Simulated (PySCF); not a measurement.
# C4H4F2S (SMILES FCSC1=C(F)C1): what the fields show

Input file:

```
{"job": {"kind": "nmr", "xc": "PBE0", "basis": "pcSseg-1"}, "charge": 0, "multiplicity": 1}
F      1.808115    -1.471388    -0.564564
C      1.955673    -0.185906    -0.150721
S      1.039035     0.129242     1.394232
C     -0.545222     0.154954     0.731612
C     -1.840338     0.147809     0.820226
F     -2.936637     0.155828     1.550816
C     -1.326206     0.194300    -0.579156
H      3.014224    -0.013423     0.055758
H      1.577418     0.466910    -0.941084
H     -1.363033    -0.695955    -1.198584
H     -1.377604     1.120299    -1.144498
```

Command:

```sh
OMP_NUM_THREADS=1 python probes_run.py task.json out
```

Geometry: GFN2-xTB.

All numbers below come from PySCF 2.14.0, PBE0/pcSseg-1, SCF density, gas phase, non-relativistic.

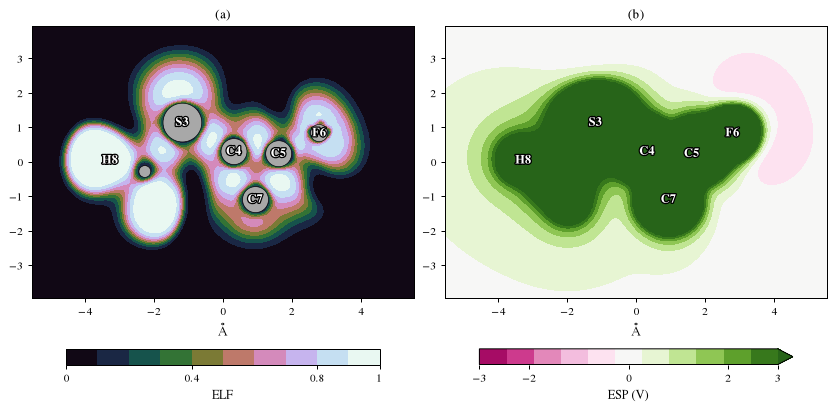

Figure 1. (a) electron localisation function; (b) molecular electrostatic potential on the plane of atoms S3, C4 and C7. Grey discs cover the atomic cores in the ELF map.

What do the fields say about this system?

Answer.
- Atoms in the plane: S, C, F and H.
- C–C (1.30 Å): the ELF peaks at about 0.85 between the atoms: a multiple bond.
- C–F (1.32 Å): the ELF peaks at about 0.85 between the atoms; a shared but strongly polarised pair.
- C–S (1.72 Å): the ELF peaks at about 0.90 between the atoms: localised, covalent bonding.
- C–C (1.49 Å): the ELF peaks at about 0.85 between the atoms; localised, covalent bonding.
- The ELF also peaks beside F6 and S3, away from the bonds: lone-pair regions.
- Outside the dense part of the molecule the potential is most negative (−0.5 V) near F6.

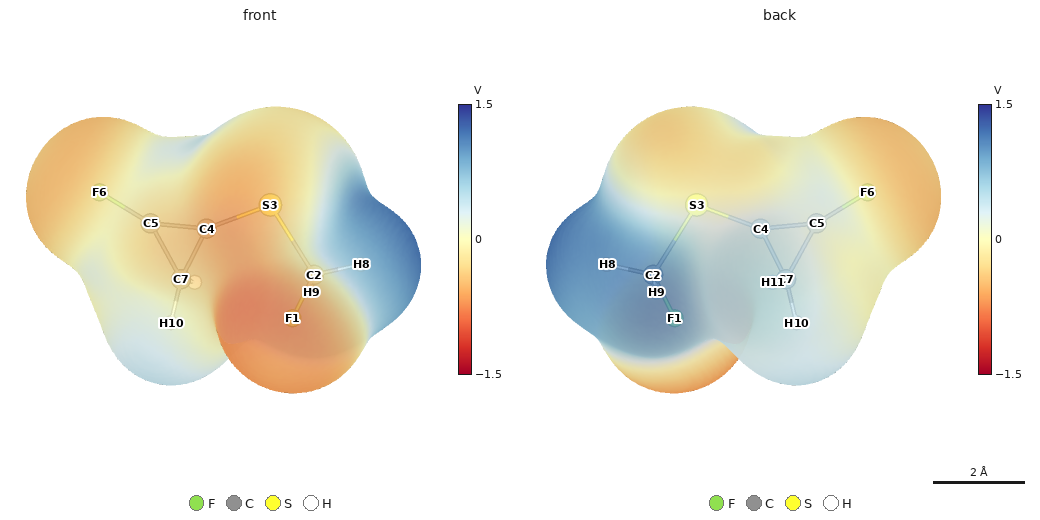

Figure 2. The molecular electrostatic potential painted on the density surface at 0.001 e/bohr³, seen from the front and from behind; red is negative and blue positive.

Describe the electrostatic potential map.

Answer. The most negative region (about −0.8 V) lies over F1, the most positive (about +1.2 V) over H8.
